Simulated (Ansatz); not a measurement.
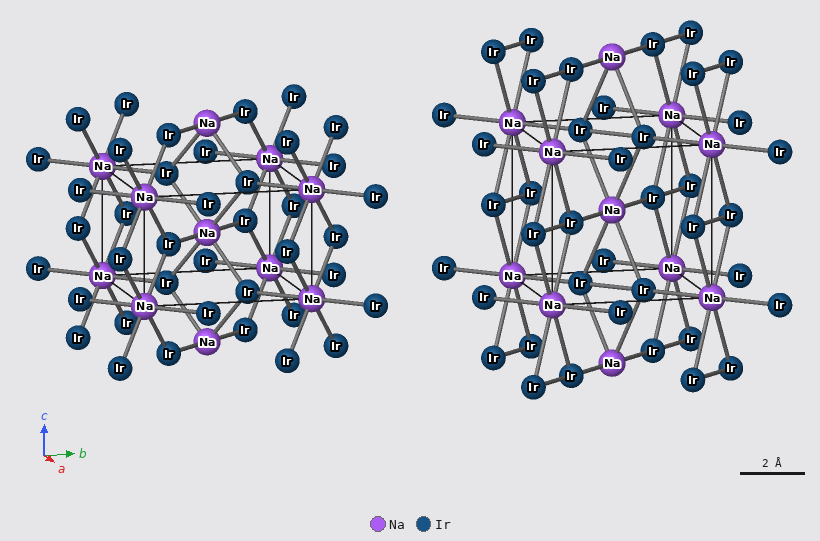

Two geometries of crystalline NaIr2 (built on the rutile_136 type) (coarse preliminary run), drawn at one scale. One is the start of a relaxation, the other its converged end. Style: ball-and-stick. Shown: the cell of the calculation, slightly off an axis.

Computed with DFT PBE, scalar-relativistic, plane waves, PAW in Ansatz. (plane-wave cutoff 420 eV; k-point mesh 4 × 4 × 6; occupations gaussian; smearing width 0.1 eV; no spin polarisation; cell and atoms relaxed; force threshold 0.04 eV/Å; at most 70 steps)

**Which one is relaxed?**

The right one is the relaxed one. Case: rutile type (P4_2/mnm, No. 136). Over 12 accepted moves (15 points after the start) the energy falls by 4.374 eV per cell of the calculation. The largest force component goes from 1.1 to 0.0056 eV/Å. Pressure: 16.21 GPa at the start and −0.03 GPa at the end. The line search rejected the trial step at point 8 of the run. At 2 points the geometry stayed and the basis and grid were re-selected for the new cell (energy shift of 0.479 eV per cell of the calculation at most each time). The largest moves relative to the cell, 0.26 Å, are those of Ir atoms. Na stays in place. The volume changes by +27.3 %, with a = b 5.394 → 5.141 Å (−4.7 %), c 3.474 → 4.870 Å (+40.2 %). Among the contacts that change: Ir–Ir 2.960 → 2.306 Å, Ir–Na 2.282 → 2.694 Å, Ir–Na 2.334 → 2.482 Å. New bonds form: Ir–Ir (2.96 → 2.31 Å). Bond angles that change, for instance: Na–Ir–Na 99.1° → 129.3°, Ir–Na–Ir 99.1° → 129.3°, Na–Ir–Na 130.4° → 115.3°. The space group stays P4_2/mnm (No. 136).
